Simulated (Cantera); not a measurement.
A closed system holds: 1 mol B, 2.9 mol NH₃, at 1.33 mbar.

Equilibrium computed with Cantera from the NASA thermochemical tables; the gas is ideal and each condensed phase is pure. Candidate condensed phases: B, BN; 15 gas species. Mutual solubility and eutectic melting of coexisting phases are not modelled. The tables' values for BH₂ are old estimates; treat these amounts as uncertain. The numbers say what is thermodynamically allowed, not how fast it happens.

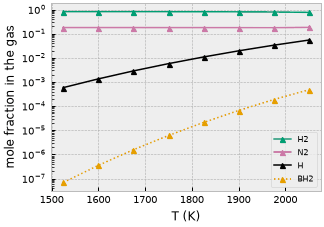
*Equilibrium gas composition (values under 1e-9 drawn at 1e-9)*

**Question.** Read off the mole fractions at 1600 K.

**Answer.** H₂ about 0.82, N₂ about 0.18, H about 0.0013, BH₂ about 3.6e-7.
